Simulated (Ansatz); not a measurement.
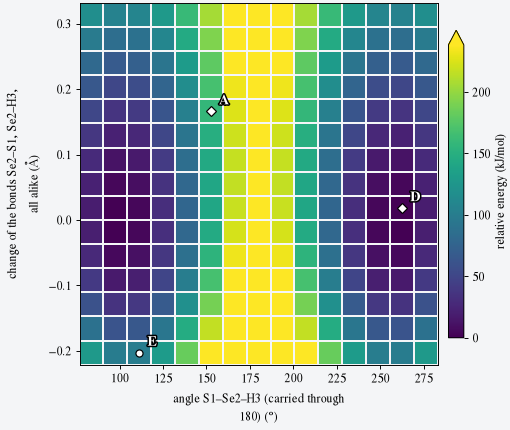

HSSe, SMILES [S-][SeH], charge −1. Coordinates scanned: (1) angle S1–Se2–H3 (carried through 180); (2) change of the bonds Se2–S1, Se2–H3, all alike. Nothing is relaxed (all other coordinates rigid). The scan uses a 15 × 15 grid; 120 points were computed and 105 follow by symmetry. Points are written as (first, second). All energies are given in kJ/mol relative to the lowest grid point. Energies and slopes of some neighbouring points disagree (a jump in structure or state, or too coarse a mesh). The calculation used RKS PBE0-D4/def2-TZVPD (Ansatz).

The picture shows one coloured cell a grid point, one colour for all values above the top of the scale, lettered points.

### Is D the lowest point of the computed grid?

Yes. D, at (262.5°, 0.018 Å), has the lowest energy of the grid.

### Rank the lettered points by energy, lowest first.

D (0 kJ/mol), E (100 kJ/mol), A (158 kJ/mol).
